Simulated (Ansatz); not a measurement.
# AlNH (quartet): one geometry, many settings at distance N2–H3 = 1.121 Å

What do other methods and options give for AlNH (quartet) at this geometry, and how long do they take?

Computed with Ansatz 0.2.0, Gaussian basis. Level: the settings change from run to run.

20 further runs of the same task are left out: 6 for a known fault of the program, 12 that didn't finish, 2 set aside as unsound or not needed.

## 1. The geometry

The geometry derives from a PBE0/def2-TZVP stationary point (not a proven minimum). One bond is set to the value named and the two fragments are kept rigid.

3 atoms, charge 0, spin multiplicity 4.

Atoms are counted from 1 here; the program's logs count them from 0.

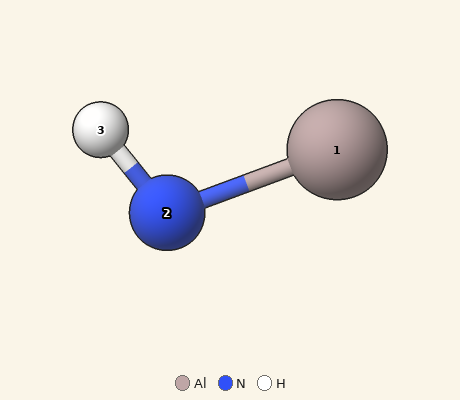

The structure; aluminium light grey, nitrogen blue, hydrogen white; atoms are numbered from 1 in the order of the file.

## 2. BCCD on UHF/cc-pVDZ

The input, in.yaml:

```yaml
crystal:
  periodic: [false, false, false]
  atoms:
    - {symbol: Al, position_ang: [0.000000, -0.029844, 0.690813]}
    - {symbol: N, position_ang: [0.000000, 0.122917, -1.212036]}
    - {symbol: H, position_ang: [0.000000, -0.909208, -1.649482]}
basis:
  gaussian: {orbitals: cc-pVDZ}
magnetization: {spin_polarized: true, initial_magnetization: 3}
correlation: {method: bccd, electrons: outside_noble_gas}
output: {forces: true}
```

Launch:

```console
$ ansatz run in.yaml --threads 1 --pin off --events-out ev --progress --plain --max-ram 2393MiB
```

The log of the run, cut to the lines that bear on the results:

```text
Functional definition: HF
  name "HF"
  cite "Fock, Z. Phys. 61, 126 (1930) doi:10.1007/BF01340294"
  parent pbe
[...]
364 factors; integrals over basis functions are off by at most 6.3e-4 eV
[...]
mean field -8077.13915686 eV, -296.8293891331 hartree, gradient 8.7e-9 eV, S^2 3.778978; 19 other end points of the search recorded, 0 dependent functions left out
determinant -8077.13915686 eV, -296.8293891331 hartree, with singles and doubles -8082.21829677 eV, -297.0160440820 hartree
determinant -8077.13910230 eV, -296.8293871281 hartree, with singles and doubles -8082.21986263 eV, -297.0161016264 hartree
determinant -8077.10931623 eV, -296.8282925102 hartree, with singles and doubles -8082.15102027 eV, -297.0135717161 hartree
determinant -8076.03340709 eV, -296.7887535786 hartree, with singles and doubles -8081.05812939 eV, -296.9734087173 hartree
determinant -8075.58563122 eV, -296.7722981188 hartree, with singles and doubles -8080.48806912 eV, -296.9524593887 hartree
determinant -8074.50970788 eV, -296.7327586653 hartree, with singles and doubles -8079.89330458 eV, -296.9306021951 hartree
determinant -8074.19860284 eV, -296.7213257658 hartree, with singles and doubles -8079.51345482 eV, -296.9166429736 hartree
determinant -8074.08472764 eV, -296.7171409295 hartree, with singles and doubles -8079.56117889 eV, -296.9183968009 hartree
determinant -8077.13915686 eV, -296.8293891331 hartree, with singles and doubles -8082.22229934 eV, -297.0161911736 hartree
determinant -8077.13910230 eV, -296.8293871281 hartree, with singles and doubles -8082.22268634 eV, -297.0162053955 hartree
determinant -8077.10931623 eV, -296.8282925102 hartree, with singles and doubles -8082.15405015 eV, -297.0136830622 hartree
6 core orbitals not correlated: weight in the atoms' cores, before any rotation towards them, 1.000 or more for the frozen orbitals, at most 0.000 for the correlated occupied ones
reference -8077.13910230 eV, -296.8293871281 hartree; 6, 3 occupied and 25, 28 virtual orbitals, 364 factors
second order -4.42755222 eV of doubles, -0.00000000 eV of singles
cycle   1  -5.06815500 eV  change    1.5e-2 eV  update   1.4e-2
[...]
cycle  13  -5.06947923 eV  change    2.5e-7 eV  update   9.7e-7
[...]
Total energy: -8082.20858154 eV, -297.0156870538 hartree
Atom 0 at     0.000000    -0.029844     0.690813 Å, force    -0.000000    -0.115002     0.830342 eV/Å
Atom 1 at     0.000000     0.122917    -1.212036 Å, force     0.000000    -2.103714    -1.859827 eV/Å
Atom 2 at     0.000000    -0.909208    -1.649482 Å, force    -0.000000     2.218716     1.029485 eV/Å
Dipole moment:    -0.000000    -0.215712     0.030187 e Å
```

Run time: 4.4 s. Hardware: 1 thread of Arm Neoverse V2, shared host.

From the report: ⟨S²⟩ of the determinant 3.779 (pure quartet: 3.75); correlation -5.0695 eV; largest double amplitude 0.05.

## 3. CISDT/STO-3G

The input, in.yaml:

```yaml
crystal:
  periodic: [false, false, false]
  atoms:
    - {symbol: Al, position_ang: [0.000000, -0.029844, 0.690813]}
    - {symbol: N, position_ang: [0.000000, 0.122917, -1.212036]}
    - {symbol: H, position_ang: [0.000000, -0.909208, -1.649482]}
basis:
  gaussian: {orbitals: STO-3G}
magnetization: {spin_polarized: false, initial_magnetization: 3}
correlation: {active_space: {ras: {orbitals: [9, 3, 3], electrons: 21, max_holes: 3, max_particles: 3}, fixed_orbitals: true}}
accuracy: high
```

Same command.

The log of the run:

```text
Functional definition: HF
  name "HF"
  cite "Fock, Z. Phys. 61, 126 (1930) doi:10.1007/BF01340294"
  parent pbe
  exchange = exact_x
  correlation = 0
245 factors; integrals over basis functions are off by at most 1.2e-8 eV
mean field evaluation 1: about -7975.7013 eV, gradient 6.3e0 eV
mean field evaluation 2: about -7975.7385 eV, gradient 6.3e0 eV
mean field evaluation 4: about -7976.2155 eV, gradient 1.8e0 eV
mean field evaluation 8: about -7976.3619 eV, gradient 1.1e-1 eV
mean field evaluation 16: about -7976.2751 eV, gradient 5.6e-3 eV
mean field evaluation 32: about -7976.3188 eV, gradient 5.3e-1 eV
mean field -7976.36201714 eV, -293.1258975576 hartree, gradient 5.8e-8 eV, S^2 3.750000; 6 other end points of the search recorded, 0 dependent functions left out
reference -7976.36201714 eV, -293.1258975576 hartree; 12, 9 occupied and 3, 6 virtual orbitals, 245 factors
state -7978.33007635 eV, -293.1982223996 hartree
Total energy: -7978.33007635 eV, -293.1982223996 hartree
```

Wall time 0.72 s (1 thread of Arm Neoverse V2, shared host).

From the report: 50,695 determinants.

## 4. CCSD on UHF/aug-cc-pVDZ

The input, in.yaml:

```yaml
crystal:
  periodic: [false, false, false]
  atoms:
    - {symbol: Al, position_ang: [0.000000, -0.029844, 0.690813]}
    - {symbol: N, position_ang: [0.000000, 0.122917, -1.212036]}
    - {symbol: H, position_ang: [0.000000, -0.909208, -1.649482]}
basis:
  gaussian: {orbitals: aug-cc-pVDZ}
magnetization: {spin_polarized: true, initial_magnetization: 3}
correlation: {method: ccsd, electrons: outside_noble_gas, diis_vectors: 4}
scf: {omitted_lower_state_checks: [cluster_reference]}
```

Launched as before.

The log of the run, cut to the lines that bear on the results:

```text
Functional definition: HF
  name "HF"
  cite "Fock, Z. Phys. 61, 126 (1930) doi:10.1007/BF01340294"
  parent pbe
[...]
586 factors; integrals over basis functions are off by at most 1.3e-3 eV
[...]
mean field -8077.39769188 eV, -296.8388901197 hartree, gradient 2.8e-8 eV, S^2 3.780260; 19 other end points of the search recorded, 0 dependent functions left out
6 core orbitals not correlated: weight in the atoms' cores, before any rotation towards them, 1.000 or more for the frozen orbitals, at most 0.000 for the correlated occupied ones
reference -8077.39769188 eV, -296.8388901197 hartree; 6, 3 occupied and 47, 50 virtual orbitals, 586 factors
second order -4.67316429 eV of doubles, -0.00000000 eV of singles
cycle   1  -5.03384566 eV  change   -3.6e-1 eV  update   7.1e-2
[...]
cycle  48  -5.31636251 eV  change   -4.7e-7 eV  update   4.8e-6
Total energy: -8082.71405438 eV, -297.0342628382 hartree
Checks for a lower state left out: cluster_reference
```

It took 6 s on 1 thread of Arm Neoverse V2, shared host.

From the report: ⟨S²⟩ of the determinant 3.780 (pure quartet: 3.75); correlation -5.3164 eV; T1 0.086; largest double amplitude 0.03.

## 5. MRCISD+Q(relaxed)(9,7)/STO-3G

The input, in.yaml:

```yaml
crystal:
  periodic: [false, false, false]
  atoms:
    - {symbol: Al, position_ang: [0.000000, -0.029844, 0.690813]}
    - {symbol: N, position_ang: [0.000000, 0.122917, -1.212036]}
    - {symbol: H, position_ang: [0.000000, -0.909208, -1.649482]}
basis:
  gaussian: {orbitals: STO-3G}
magnetization: {spin_polarized: false, initial_magnetization: 3}
correlation: {method: fic_mrcisd_q_relaxed, electrons: outside_noble_gas, active_space: {window: {electrons: 9, orbitals: 7}}}
scf: {lower_state_search: off}
```

The command is unchanged.

The log of the run, cut to the lines that bear on the results:

```text
Functional definition: HF
  name "HF"
  cite "Fock, Z. Phys. 61, 126 (1930) doi:10.1007/BF01340294"
  parent pbe
[...]
170 factors; integrals over basis functions are off by at most 2.3e-5 eV
[...]
mean field -7976.36194930 eV, -293.1258950643 hartree, gradient 2.2e-6 eV, S^2 3.750000; 0 other end points of the search recorded, 0 dependent functions left out
reference -7976.36194930 eV, -293.1258950643 hartree; 12, 9 occupied and 3, 6 virtual orbitals, 170 factors
state -7977.00116822 eV, -293.1493859266 hartree
contracted CI cycle   1: correlation -0.00000000 eV, -0.0000000000 hartree, residual 6.64e0 eV
contracted CI cycle   2: correlation -1.06105039 eV, -0.0389928827 hartree, residual 1.96e0 eV
contracted CI cycle   3: correlation -1.16375912 eV, -0.0427673587 hartree, residual 6.25e-1 eV
contracted CI cycle   4: correlation -1.17564912 eV, -0.0432043082 hartree, residual 2.91e-1 eV
contracted CI cycle   5: correlation -1.17826304 eV, -0.0433003680 hartree, residual 1.34e-1 eV
contracted CI cycle   6: correlation -1.17892705 eV, -0.0433247700 hartree, residual 7.24e-2 eV
contracted CI cycle   7: correlation -1.17913164 eV, -0.0433322885 hartree, residual 3.39e-2 eV
contracted CI cycle   8: correlation -1.17916329 eV, -0.0433334515 hartree, residual 1.68e-2 eV
contracted CI cycle   9: correlation -1.17916943 eV, -0.0433336772 hartree, residual 7.39e-3 eV
contracted CI cycle  10: correlation -1.17917103 eV, -0.0433337363 hartree, residual 3.08e-3 eV
contracted CI cycle  11: correlation -1.17917135 eV, -0.0433337478 hartree, residual 1.44e-3 eV
state -7977.00116822 eV, -293.1493859266 hartree; corrected -7978.22622309 eV, -293.1944058626 hartree
Total energy: -7978.22622309 eV, -293.1944058626 hartree
Checks for a lower state left out: stability, starts, cluster_reference, orbital_swaps, neighbouring_geometries, increment
```

Run time: 0.69 s. Hardware: 1 thread of Arm Neoverse V2, shared host.

From the report: 135 determinants; active occupations 2.00, 2.00, 1.97, 1.00, 1.00, 1.00, 0.03.

## 6. The runs in one table

| level | correlated | functions | energy (eV) | time |
| --- | --- | --- | --- | --- |
| BCCD on UHF/cc-pVDZ | outside noble gas | 37 | -8082.2086 | 4.4 s |
| CISDT/STO-3G | all | 15 | -7978.3301 | 0.72 s |
| CCSD on UHF/aug-cc-pVDZ | outside noble gas | 59 | -8082.7141 | 6 s |
| MRCISD+Q(relaxed)(9,7)/STO-3G | outside noble gas | 15 | -7978.2262 | 0.69 s |

## 7. What came out

| quantity | value |
| --- | --- |
| runs | 4 |
| quickest | MRCISD+Q(relaxed)(9,7)/STO-3G, 0.69 s |
| slowest | CCSD on UHF/aug-cc-pVDZ, 6 s |

What this shows: Total energies in different bases, with other cores or another treatment of relativity can't be set against each other. CCSD on UHF/aug-cc-pVDZ took 9 times as long as MRCISD+Q(relaxed)(9,7)/STO-3G; the jobs differ in more than the method.
